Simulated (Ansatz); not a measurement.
Consider SnS₂ in the CdI2 type structure (space group P-3m1, No. 164; a = 3.626 Å, c = 5.574 Å; layered, stacked along the Cartesian z axis).

The change: every S is replaced by Cl; the structure is relaxed again.

Calculations: Ansatz (a program for electronic structure) PBEsol-D3(BJ), no spin-orbit coupling, earlier PAW set.

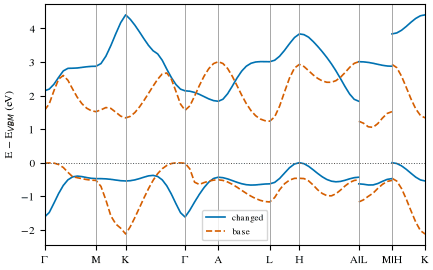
Figure: Highest valence and lowest conduction band along the path, each from its own valence-band maximum

The gap is 1.83 eV, indirect, H → A; the base has 0.96 eV.

Stability against distortions was not tested. As relaxed here, SnCl2 is a hypothetical phase, not in the database extracts checked.
